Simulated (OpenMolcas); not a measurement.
# One shape, several levels: triplet GeSiH4F2

Wanted: a comparison of 6 runs (UB3LYP/6-31G*, U-r2SCAN/def2-SVP, U-revPBE/def2-SVP, UB3LYP/def2-SVP, UPBE0/def2-SVP, UTPSS/def2-SVP) of triplet GeSiH4F2. 

Program for the calculation: OpenMolcas 26.06.

### 1 The structure to begin with

GeSiH4F2: 8 atoms, total charge 0, spin state triplet. As SMILES of the parent species, `F[SiH](F)[GeH3]`. Geometry: relaxed at PBE0-D4/def2-TZVP. That shape belongs to the parent species and isn't relaxed for this state.

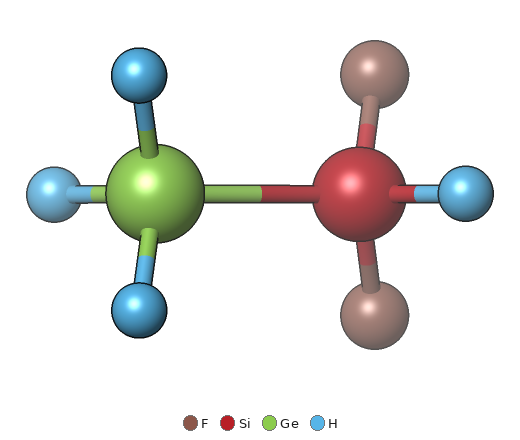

Viewed from a chosen angle; fluorine brown, silicon red, germanium green, hydrogen blue.

### 2 The energy at UB3LYP/6-31G(d) (spherical functions) (run 1)

Contents of mol.xyz:

```xyz
8

F      1.301800    -1.418600     1.197400
Si     1.139900    -0.126600     0.280900
F      1.983100    -0.386400    -1.044700
Ge    -1.151500     0.164400    -0.281300
H      1.776500     1.004200     0.994900
H     -1.970000     0.389600     0.998800
H     -1.682300    -1.076600    -1.011200
H     -1.305500     1.392900    -1.190400
```

Contents of mol.inp:

```
>>> EXPORT MOLCAS_PRINT=2
&GATEWAY
BasLib=$CurrDir
Coord=mol.xyz
Basis=6-31Gs
Group=NoSym
&SEWARD
GridInput
Grid=UltraFine
End of Grid
&SCF
UHF
Spin=3
KSDFT=B3LYP
Thresholds=1e-10 1e-07 1e-07 1e-05
PrOrbitals=1 2
```

The basis set 6-31G* is read from a file made from the Basis Set Exchange's data (not shown).

Run with:

```console
$ export MOLCAS_MEM=1860
$ pymolcas mol.inp > mol.log
```

The log of the run:

```text
--- Start Module: gateway ---
[...]
--- Stop Module: gateway /rc=_RC_ALL_IS_WELL_ ---
--- Start Module: seward ---
[...]
      Basis functions           86
--- Stop Module: seward /rc=_RC_ALL_IS_WELL_ ---
[...]
--- Start Module: scf ---
[...]
       Convergence after  33 Iterations
[...]
::    Total KS-DFT energy                           -2568.2149612619
[...]
      Total spin, S                                     1.0008959964
[...]
      Total electronic charge=   68.000000
      Total            charge=   -0.000000
[...]
      Dipole Moment (debye):
      Origin of the operator (angstrom)=    0.0415   -0.1665   -0.0712
                   X= -1.7585E+00               Y=  1.2413E+00               Z=  3.6141E-02           Total=  2.1527E+00
      Quadrupole Moment (debye*angstrom):
[...]
--- Stop Module: scf /rc=_RC_ALL_IS_WELL_ ---
[...]
```

Run time: 84 s. Hardware: 1 thread of Intel Xeon Platinum 8259CL at 2.50GHz (Skylake/Cascade Lake), shared host; peak memory 0.47 GiB.

### 3 The energy at U-r2SCAN/def2-SVP (run 2)

Contents of calc.inp:

```
&GATEWAY
 BasLib
 $CurrDir
 BasisSet
 F.def2-SVP....
 F1 1.301800 -1.418600 1.197400 angstrom
 F3 1.983100 -0.386400 -1.044700 angstrom
 End of Basis
 BasisSet
 Si.def2-SVP....
 Si2 1.139900 -0.126600 0.280900 angstrom
 End of Basis
 BasisSet
 Ge.def2-SVP....
 Ge4 -1.151500 0.164400 -0.281300 angstrom
 End of Basis
 BasisSet
 H.def2-SVP....
 H5 1.776500 1.004200 0.994900 angstrom
 H6 -1.970000 0.389600 0.998800 angstrom
 H7 -1.682300 -1.076600 -1.011200 angstrom
 H8 -1.305500 1.392900 -1.190400 angstrom
 End of Basis

&SEWARD
 GridInput
 Grid=UltraFine
 End of Grid

&SCF
 UHF
 Spin
 3
 KSDFT
 2
 1.0 MGGA_X_R2SCAN
 1.0 MGGA_C_R2SCAN
 Thresholds
 1e-10 1e-07 1e-07 1e-05
 PrOrbitals
 1 1
```

The basis set def2-SVP is read from a file made from the Basis Set Exchange's data (not shown).

Run with:

```console
$ export MOLCAS_MEM=1860
$ pymolcas calc.inp > calc.log
```

The log of the run:

```text
--- Start Module: gateway ---
[...]
--- Stop Module: gateway /rc=_RC_ALL_IS_WELL_ ---
--- Start Module: seward ---
[...]
      Basis functions           98
--- Stop Module: seward /rc=_RC_ALL_IS_WELL_ ---
[...]
--- Start Module: scf ---
[...]
       Convergence after  28 Iterations
[...]
::    Total KS-DFT energy                           -2567.8415874355
[...]
      Total spin, S                                     1.0015833984
[...]
      Total electronic charge=   68.000000
      Total            charge=   -0.000000
[...]
      Dipole Moment (debye):
      Origin of the operator (angstrom)=    0.0415   -0.1665   -0.0712
                   X= -1.2162E+00               Y=  1.0465E+00               Z=  1.1182E-01           Total=  1.6083E+00
      Quadrupole Moment (debye*angstrom):
[...]
--- Stop Module: scf /rc=_RC_ALL_IS_WELL_ ---
[...]
```

Run time: 2.1 min. Hardware: 1 thread of Intel Xeon Platinum 8259CL at 2.50GHz (Skylake/Cascade Lake), shared host; peak memory 0.55 GiB.

Runs 3 to 4 aren't shown in full; the table further down has their settings and results.

### 4 The energy at UPBE0/def2-SVP (run 5)

Contents of job.inp:

```
* F2GeH4Si Kohn-Sham DFT

&GATEWAY
 BASLIB
 $CurrDir
 COORD
 8
 angstrom
 F        1.301800      -1.418600       1.197400
 Si       1.139900      -0.126600       0.280900
 F        1.983100      -0.386400      -1.044700
 Ge      -1.151500       0.164400      -0.281300
 H        1.776500       1.004200       0.994900
 H       -1.970000       0.389600       0.998800
 H       -1.682300      -1.076600      -1.011200
 H       -1.305500       1.392900      -1.190400
 BASIS
 def2-SVP
 GROUP
 NoSym

&SEWARD
 GRIDINPUT
 Grid=UltraFine
 End of Grid

&SCF
 UHF
 SPIN
 3
 KSDFT
 PBE0
 THRESHOLDS
 1e-10 1e-07 1e-07 1e-05
 PRORBITALS
 1 2
```

The basis set def2-SVP is read from a file made from the Basis Set Exchange's data (not shown).

Run with:

```console
$ export MOLCAS_MEM=1860
$ pymolcas job.inp > job.log
```

The log of the run:

```text
--- Start Module: gateway ---
[...]
--- Stop Module: gateway /rc=_RC_ALL_IS_WELL_ ---
--- Start Module: seward ---
[...]
      Basis functions           98
--- Stop Module: seward /rc=_RC_ALL_IS_WELL_ ---
[...]
--- Start Module: scf ---
[...]
       Convergence after  32 Iterations
[...]
::    Total KS-DFT energy                           -2567.3746019997
[...]
      Total spin, S                                     1.0011365623
[...]
      Total electronic charge=   68.000000
      Total            charge=   -0.000000
[...]
      Dipole Moment (debye):
      Origin of the operator (angstrom)=    0.0415   -0.1665   -0.0712
                   X= -1.3777E+00               Y=  1.1530E+00               Z=  1.1187E-01           Total=  1.8000E+00
      Quadrupole Moment (debye*angstrom):
[...]
--- Stop Module: scf /rc=_RC_ALL_IS_WELL_ ---
[...]
```

It took 97 s on 1 thread of Intel Xeon Platinum 8259CL at 2.50GHz (Skylake/Cascade Lake), shared host; peak memory 0.55 GiB.

### 5 A single-point energy at UTPSS/def2-SVP (run 6)

Contents of calc.input:

```
* F2GeH4Si Kohn-Sham DFT

&GATEWAY
 BasLib=$CurrDir
 Coord
 8
 angstrom
 F        1.301800      -1.418600       1.197400
 Si       1.139900      -0.126600       0.280900
 F        1.983100      -0.386400      -1.044700
 Ge      -1.151500       0.164400      -0.281300
 H        1.776500       1.004200       0.994900
 H       -1.970000       0.389600       0.998800
 H       -1.682300      -1.076600      -1.011200
 H       -1.305500       1.392900      -1.190400
 Basis=def2-SVP
 Group=NoSym

&SEWARD
 GridInput
 Grid=UltraFine
 End of Grid

&SCF
 UHF
 Spin=3
 KSDFT=2
 1.0 MGGA_X_TPSS
 1.0 MGGA_C_TPSS
 Thresholds=1e-10 1e-07 1e-07 1e-05
 PrOrbitals=1 1
```

The basis set def2-SVP is read from a file made from the Basis Set Exchange's data (not shown).

Run with:

```console
$ export MOLCAS_MEM=1860
$ pymolcas calc.input > calc.log
```

The log of the run:

```text
--- Start Module: gateway ---
[...]
--- Stop Module: gateway /rc=_RC_ALL_IS_WELL_ ---
--- Start Module: seward ---
[...]
      Basis functions           98
--- Stop Module: seward /rc=_RC_ALL_IS_WELL_ ---
[...]
--- Start Module: scf ---
[...]
       Convergence after  34 Iterations
[...]
::    Total KS-DFT energy                           -2567.9729010404
[...]
      Total spin, S                                     1.0010451338
[...]
      Total electronic charge=   68.000000
      Total            charge=   -0.000000
[...]
      Dipole Moment (debye):
      Origin of the operator (angstrom)=    0.0415   -0.1665   -0.0712
                   X= -9.9652E-01               Y=  9.4534E-01               Z=  1.3178E-01           Total=  1.3799E+00
      Quadrupole Moment (debye*angstrom):
[...]
--- Stop Module: scf /rc=_RC_ALL_IS_WELL_ ---
[...]
```

Run time: 2.7 min. Hardware: 1 thread of Intel Xeon Platinum 8259CL at 2.50GHz (Skylake/Cascade Lake), shared host; peak memory 0.55 GiB.

### 6 Overview of the runs

```tsv
run	level	energy (Eh)	dipole moment (D)	HOMO energy (eV)	⟨S²⟩	wall time
1	UB3LYP/6-31G* (spherical functions)	-2568.214961	2.15	-1.93	2.003	84 s
2	U-r2SCAN/def2-SVP	-2567.841587	1.61	-1.76	2.005	2.1 min
3	U-revPBE/def2-SVP	-2567.665698	1.36	-1.50	2.002	88 s
4	UB3LYP/def2-SVP	-2568.014877	1.67	-2.09	2.003	96 s
5	UPBE0/def2-SVP	-2567.374602	1.80	-2.41	2.003	97 s
6	UTPSS/def2-SVP	-2567.972901	1.38	-1.58	2.003	2.7 min
```

### 7 Outcome

| quantity | value |
| --- | --- |
| run 6: total energy | -2567.97290 Eh |
| run 6: dipole moment | 1.38 D |
| run 6: HOMO energy (highest over α and β) | -1.58 eV |
| run 6: ⟨S²⟩ | 2.003 |

What this shows: The dipole moment (its size) runs from 1.36 D (U-revPBE/def2-SVP) to 2.15 D (UB3LYP/6-31G*). The two ends differ in method and basis. Totals of different functionals can't be ranked against each other. All runs together took 11 min, the longest 2.7 min.
